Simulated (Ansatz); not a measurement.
**ZnInGaO4: In → Ag**

Base system: ZnInGaO4 (space group R3m, No. 160; a = 3.315 Å, c = 25.754 Å (hexagonal axes)).

The change: every In is replaced by Ag; the structure is relaxed again.

Method: Ansatz (a quantum-chemistry and plane-wave program), PBEsol, PAW, cutoff 420 eV, no spin-orbit coupling, earlier PAW set. Settings: 16×16×16 k-points, 0.05 eV Fermi–Dirac smearing, for the changed cell.

- Volume per atom: 11.51 Å³ (base 11.67 Å³)
- Density: 6.33 g/cm³ (base 6.38 g/cm³)
- Lattice parameter a: 3.334 Å (base 3.315 Å)
- c/a ratio: 7.533 (base 7.769)
- Space group: R3m (No. 160) (base R3m (No. 160))
- Shortest interatomic distance: 1.925 Å (base 1.914 Å)
- Band gap: zero (base 1.17 eV)

Final structure:

```
CELL_PARAMETERS angstrom
      1.66676     0.96230     8.37043
     -1.66676     0.96230     8.37043
      0.00000    -1.92460     8.37043
ATOMIC_POSITIONS crystal
  Ag 0.99760 0.99760 0.99760
  Ga 0.21381 0.21381 0.21381
  Zn 0.78038 0.78038 0.78038
  O  0.13529 0.13529 0.13529
  O  0.87879 0.87879 0.87879
  O  0.29195 0.29195 0.29195
  O  0.70218 0.70218 0.70218
```

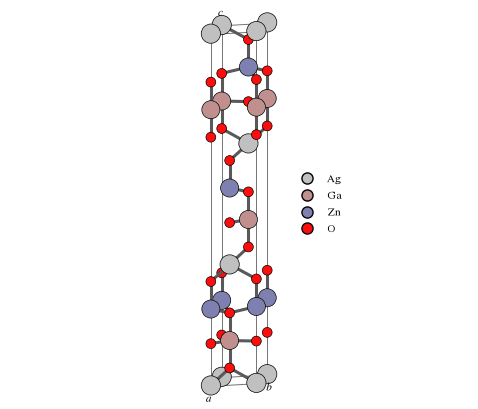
Figure: The relaxed conventional cell after the change

No phonon test of stability was made. As relaxed here, ZnGaAgO4 is a hypothetical phase, not in the database extracts checked. No Hubbard U is applied, and correlation can decide whether such a compound is a metal. All final runs are without spin polarisation.
